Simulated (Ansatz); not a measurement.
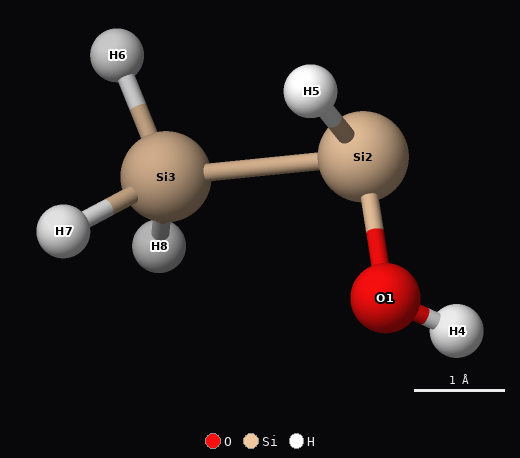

**Figure 1.** The structure (ball-and-stick view, seen at a tilt; atoms are numbered from 1 in the order of the input).

**Two runs on Si$_{2}$H$_{5}$O**

System: Si$_{2}$H$_{5}$O, charge −1, SMILES O[SiH-][SiH3].
Method of run A: RKS PBE-D4/def2-TZVPPD (Ansatz 0.2.0).

The geometry comes from this level: PBE0-D4/def2-TZVPD. Text and figures count atoms from 1; the logs count them from 0 in places.

### Input, run A
```yaml
crystal:
  periodic: [false, false, false]
  atoms:
    - {symbol: O, position_ang: [-1.405063, 0.438952, -1.509168]}
    - {symbol: Si, position_ang: [-0.790131, 1.092958, -0.008112]}
    - {symbol: Si, position_ang: [0.732904, -0.620618, 0.683495]}
    - {symbol: H, position_ang: [-2.356411, 0.387392, -1.425510]}
    - {symbol: H, position_ang: [0.388176, 1.912579, -0.567219]}
    - {symbol: H, position_ang: [1.616861, -0.118921, 1.802396]}
    - {symbol: H, position_ang: [1.724884, -1.250186, -0.274584]}
    - {symbol: H, position_ang: [0.088771, -1.842157, 1.298701]}
basis:
  gaussian: {orbitals: "def2-TZVPPD.json"}
total_charge: -1
hamiltonian: {xc: pbe, dispersion: d4}
```

Launched with:
```bash
ansatz run in.yaml --threads 2 --pin off --events-out ev --progress --plain --max-ram 4352MiB
```

Hardware: 2 threads of Intel Xeon @ 2.50GHz, 11 GiB of memory available, shared host.

### Output (run A)
```
Functional definition: PBE
  parameter kappa = 0.804
  parameter beta = 0.06672455060314922
  exchange = pbe_x(kappa = kappa, mu = beta*pi^2/3)
  correlation = pbe_c(beta = beta)
1089 factors; their error is unknown
mean field evaluation 1: about -17874.1528 eV, gradient 2.5e1 eV
mean field evaluation 2: about -17872.4770 eV, gradient 4.2e1 eV
mean field evaluation 4: about -17875.8236 eV, gradient 2.8e0 eV
mean field evaluation 8: about -17875.8511 eV, gradient 6.2e-2 eV
mean field evaluation 16: about -17875.8238 eV, gradient 1.4e-4 eV
mean field -17875.82378785 eV, -656.9244075350 hartree, gradient 3.1e-5 eV, S^2 0.000000; 0 other end points of the search recorded, 0 dependent functions left out
reference -17875.82384491 eV, -656.9244096319 hartree; 21, 21 occupied and 200, 200 virtual orbitals, 1089 factors
Total energy: -17876.01622532 eV, -656.9314794816 hartree
```

The input of run B differs as follows (lines with − go, lines with + come):
```diff
-    - {symbol: O, position_ang: [-1.405063, 0.438952, -1.509168]}
-    - {symbol: Si, position_ang: [-0.790131, 1.092958, -0.008112]}
-    - {symbol: Si, position_ang: [0.732904, -0.620618, 0.683495]}
-    - {symbol: H, position_ang: [-2.356411, 0.387392, -1.425510]}
-    - {symbol: H, position_ang: [0.388176, 1.912579, -0.567219]}
-    - {symbol: H, position_ang: [1.616861, -0.118921, 1.802396]}
-    - {symbol: H, position_ang: [1.724884, -1.250186, -0.274584]}
-    - {symbol: H, position_ang: [0.088771, -1.842157, 1.298701]}
+    - {symbol: O, position_ang: [1.876915, -1.278015, 1.463972]}
+    - {symbol: Si, position_ang: [-0.250200, 1.030809, -0.019077]}
+    - {symbol: Si, position_ang: [-2.267903, 0.827995, -1.089321]}
+    - {symbol: H, position_ang: [-2.328189, -0.681777, -0.788489]}
+    - {symbol: H, position_ang: [0.012261, 2.471728, -0.480537]}
+    - {symbol: H, position_ang: [1.394891, -0.504041, 1.091401]}
+    - {symbol: H, position_ang: [1.314741, -2.009091, 1.195743]}
+    - {symbol: H, position_ang: [-0.656820, 0.602160, -1.609468]}
```

What does this change do to the results?

With the same method and basis, run B lies 37.6 kcal/mol higher.

### Output (run B)
```
Functional definition: PBE
  parameter kappa = 0.804
  parameter beta = 0.06672455060314922
  exchange = pbe_x(kappa = kappa, mu = beta*pi^2/3)
  correlation = pbe_c(beta = beta)
1089 factors; their error is unknown
mean field evaluation 1: about -17871.9823 eV, gradient 2.8e1 eV
mean field evaluation 2: about -17868.0255 eV, gradient 5.2e1 eV
mean field evaluation 4: about -17874.2211 eV, gradient 2.9e0 eV
mean field evaluation 8: about -17874.2483 eV, gradient 1.3e-1 eV
mean field evaluation 16: about -17874.2212 eV, gradient 1.4e-4 eV
mean field -17874.22122390 eV, -656.8655143960 hartree, gradient 5.1e-5 eV, S^2 0.000000; 0 other end points of the search recorded, 0 dependent functions left out
reference -17874.22127862 eV, -656.8655164071 hartree; 21, 21 occupied and 200, 200 virtual orbitals, 1089 factors
Total energy: -17874.38776870 eV, -656.8716348047 hartree
```

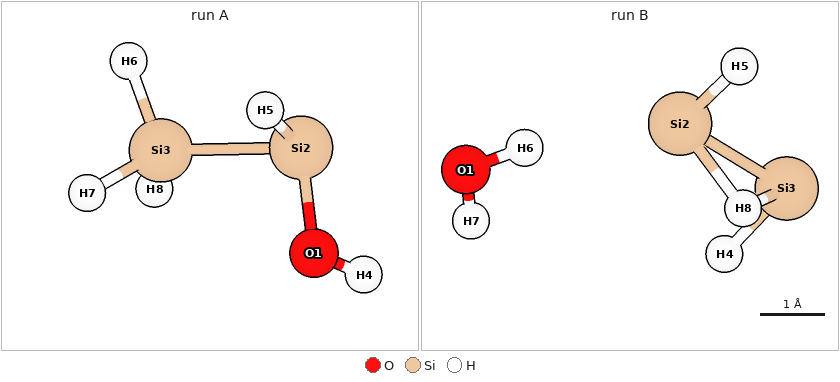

**Figure 2.** The two input geometries at one scale (ball-and-stick view, seen at a tilt). O1 moves most after the best rigid fit: 4.43 Å. Largest moves by element: O 4.43 Å, H 3.63 Å, Si 3.33 Å. Among the contacts that change: O1–H4 0.956 → 4.807 Å, Si3–H7 1.516 → 5.109 Å, O1–H6 4.518 → 0.985 Å, Si3–H6 1.512 → 4.466 Å.

### The two runs side by side

```csv
quantity,run A,run B
outcome,converged,converged
total energy (hartree),−656.931479,−656.871635
basis functions,221,221
wall time (shared host),3.2 s,3.5 s
```
